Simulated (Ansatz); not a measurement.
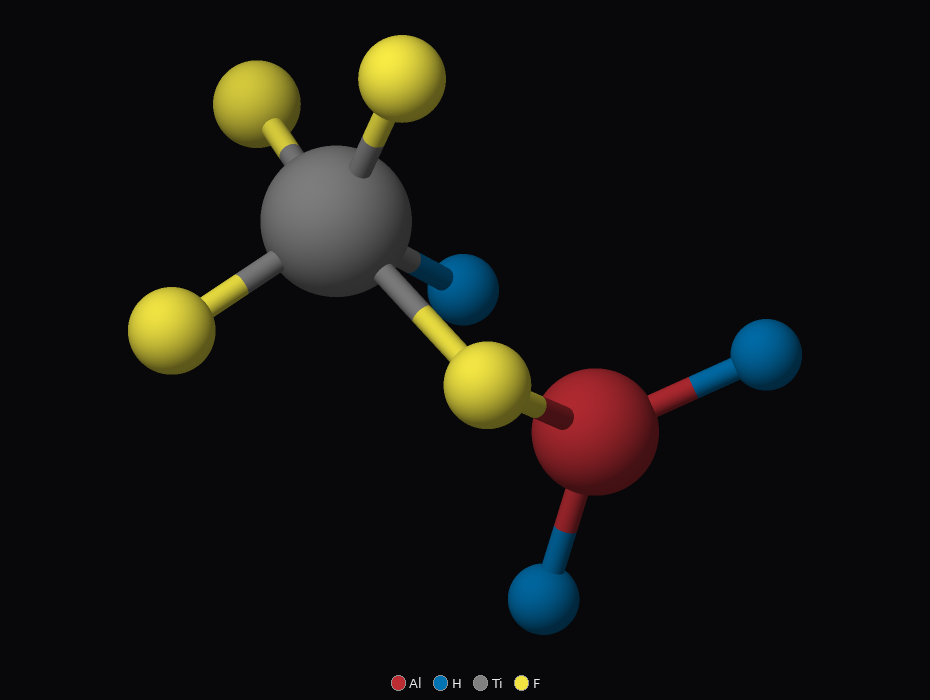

The picture shows a molecular structure as a ball-and-stick model. Every bond is drawn as one stick, whatever its order.

The species is neutral and a spin singlet. The computed structure is the end point of a PBE0-D4/def2-TZVP optimisation.

Identify the structure.

Formula AlF4H3Ti. The point group is Cs.

More results for the same structure follow; atom numbers are the same in all pictures, views and colours differ.

**Shape**

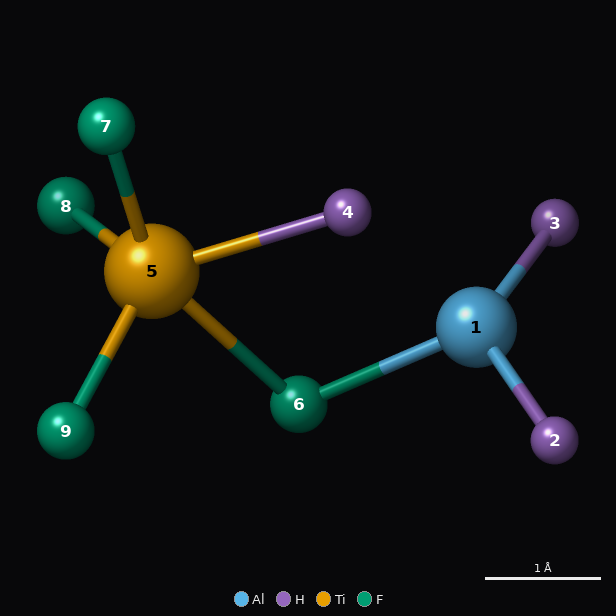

The atoms are numbered.

Which bond is the longest?

Ti5–F6, 2.015 Å.

What is the dihedral angle F7–Ti5–F6–Al1?

0° in size, that is syn (eclipsed).

**Vibrations**

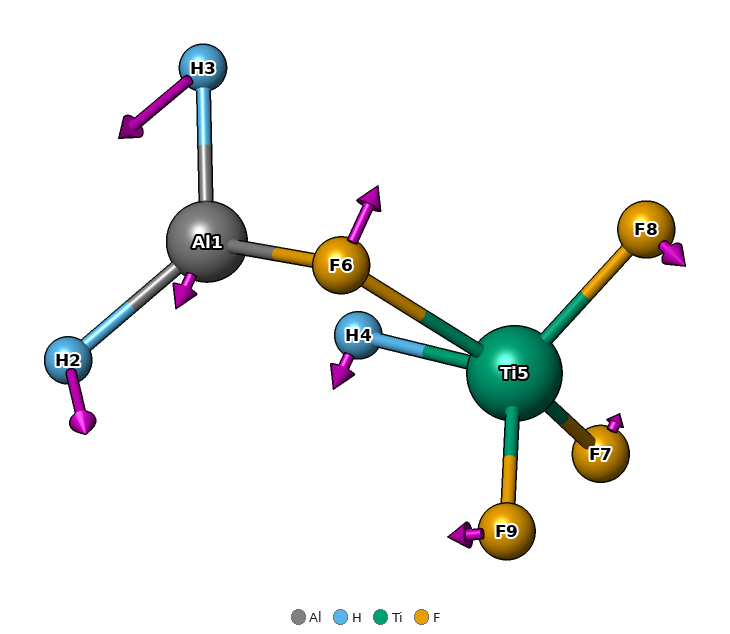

The arrows show one normal mode. Harmonic vibrations computed with RKS PBE0-D4/def2-TZVP (Ansatz 0.2.0) at a stationary point of the same level.

Estimate its harmonic wavenumber.

58 cm⁻¹; it is mode 1 of 21 counted from the lowest.

**Electronic properties**

Method: RKS BLYP-D4/def2-TZVPP (Ansatz 0.2.0).

Estimate the dispersion correction.

−34.8 kJ/mol.

**Charges**

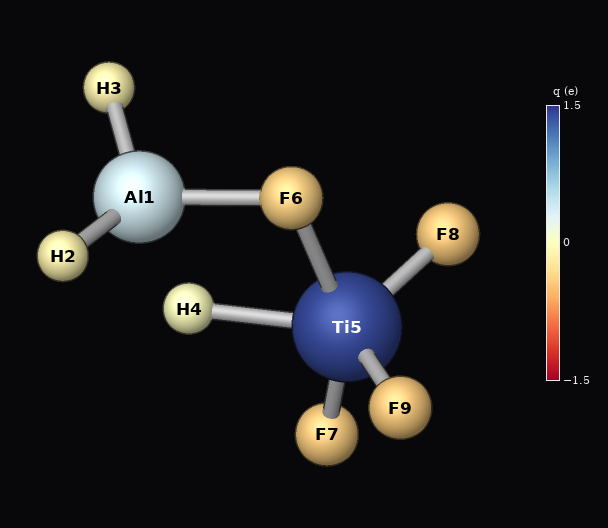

Atoms are coloured by their Mulliken charges. Method: RKS PBE0-D4/def2-TZVP (Ansatz 0.2.0).

Give the Mulliken charges atom by atom.

```json
{"atom": "Al1", "value (e)": "0.37"}
{"atom": "H2", "value (e)": "−0.10"}
{"atom": "H3", "value (e)": "−0.10"}
{"atom": "H4", "value (e)": "0.01"}
{"atom": "Ti5", "value (e)": "1.39"}
{"atom": "F6", "value (e)": "−0.37"}
{"atom": "F7", "value (e)": "−0.40"}
{"atom": "F8", "value (e)": "−0.40"}
{"atom": "F9", "value (e)": "−0.40"}
```

Mulliken values depend strongly on the basis set and can even reverse the polarity of a bond.
